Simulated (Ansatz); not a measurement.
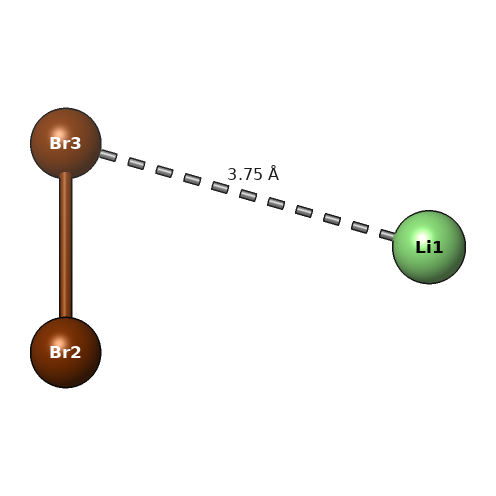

Two molecules or ions; the broken line marks their closest contact (measured against van der Waals radii). State: charge +1, singlet. Geometry: a pair of rigid molecules at a changed separation. Program: Ansatz 0.2.0.

Question: Which two species are they?

Answer: Li and Br2 (`BrBr.[Li+]`).

Give the counterpoise-corrected interaction energy (kJ/mol, monomers kept as in the pair) with RHF-CCSD(T) (frozen core)/def2-TZVPPD; ωB97M-V/def2-TZVPPD.

```tsv
level	interaction energy (kJ/mol)
RHF-CCSD(T) (frozen core)/def2-TZVPPD	−29.8
ωB97M-V/def2-TZVPPD	−31.2
```
